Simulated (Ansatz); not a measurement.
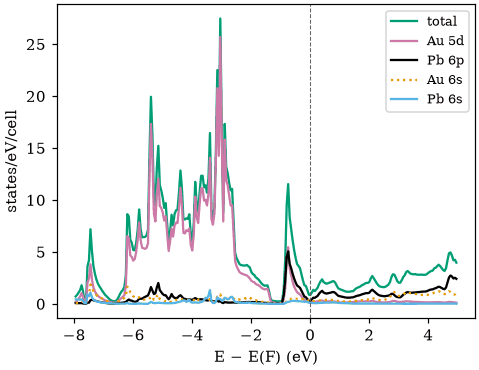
Fig. 1. Total and projected density of states of PbAu$_{2}$ (cubic Laves (MgCu2 type), Fd-3m), plane-wave PAW LDA (Ansatz code)

Task: Which orbitals carry the states next to the Fermi level?

Result: Within 0.5 eV of the Fermi level: Pb 6p 46 %, Au 5d 21 %, Au 6s 18 %, Pb 6s 7 %, outside the projected shells 8 %. Projections are on Löwdin-orthogonalised atomic valence shells; empty p or d shells of many metals are not among them.

Task: Where is the tallest occupied peak in this window, and what makes it?

Result: Near -3.0 eV, about 27 states/eV per cell; the largest projected share is Au 5d.

The first step of the workflow began from a Materials Project structure, measured or hypothetical; the Crystallography Open Database files this formula in space group No. 227, but the cells were not matched. Its standing as an ambient phase is unchecked. The LDA relaxation kept the symmetry of its start; phonons show weakly imaginary modes. Spin–orbit coupling is left out wherever it is not named.

Potentials: the later of the program's two PAW sets.
